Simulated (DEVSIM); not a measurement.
Structure: abrupt Si n-p junction, at 300 K.

```tsv
layer (left to right)	material	thickness (μm)	Nd (cm⁻³)	Na (cm⁻³)	τn (s)	τp (s)
1	Si	96.0	1.3e14	-	0.00039	0.00039
2	Si	0.570	-	3.7e14	0.00039	0.00039
```

Left contact: ohmic. Right contact: ohmic. Voltage is applied to the left contact. Recombination: SRH at mid-gap, Auger. Mobility is constant in doping.

This is a model device: material constants are rounded textbook-type values typed into the input, and sizes, dopings and lifetimes were drawn at random. Values at 300 K.

```csv
parameter,Si
gap (eV),1.124
affinity (eV),4.05
permittivity,11.7
Nc (cm⁻³),2.86e19
Nv (cm⁻³),3.1e19
μn (cm²/Vs),1417
μp (cm²/Vs),470
Cn (cm⁶/s),2.8e-31
Cp (cm⁶/s),9.9e-32
```

Model (solved in DEVSIM): 1D drift-diffusion, Boltzmann statistics, complete ionisation; no tunnelling, impact ionisation, image-force lowering or self-heating.

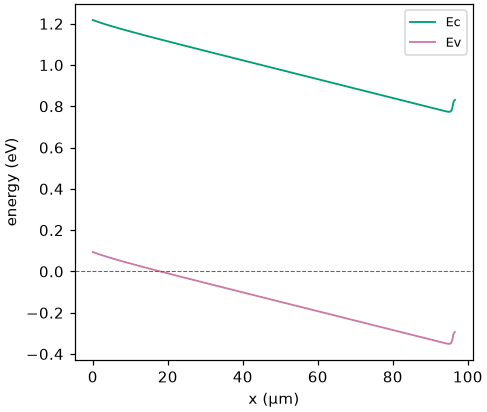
Figure. Band edges at -0.9 V on the left contact

Energies count from the Fermi level of the right contact; mesh points crowd at the junctions.

```
x (μm)   Ec (eV)  Ev (eV)  n (cm⁻³)  p (cm⁻³)  field (V/cm)
-------  -------  -------  --------  --------  ------------
0.000      1.218    0.094    1.3e14    890000           -67
0.03491    1.218    0.094    1.3e14    2.0e11           -67
0.1206     1.217    0.093    1.3e14    6.9e11           -67
0.3307     1.216    0.092    1.3e14    1.8e12           -66
1.183      1.210    0.086    1.4e14    5.9e12           -63
2.937      1.200    0.076    1.4e14    1.2e13           -58
7.240      1.176    0.052    1.5e14    2.2e13           -52
23.69      1.097   -0.027    1.6e14    3.1e13           -46
55.23      0.953   -0.171    1.6e14    3.3e13           -46
80.06      0.840   -0.284    1.6e14    3.3e13           -46
89.52      0.797   -0.327    1.6e14    3.3e13           -46
94.03      0.776   -0.348    1.6e14    3.3e13           -44
95.21      0.774   -0.350    1.5e14    3.6e13            50
95.69      0.783   -0.341    9.1e13    5.5e13           420
95.93      0.797   -0.327    4.7e13    1.0e14           900
95.98      0.803   -0.321    3.6e13    1.2e14          1100
96.01      0.806   -0.318    3.1e13    1.4e14          1100
96.06      0.811   -0.313    2.5e13    1.7e14           910
96.22      0.822   -0.302    1.2e13    2.6e14           470
96.42      0.828   -0.296    4.6e12    3.3e14           220
96.52      0.830   -0.294    1.4e12    3.6e14           180
96.57      0.831   -0.293    310000    3.7e14           170
```
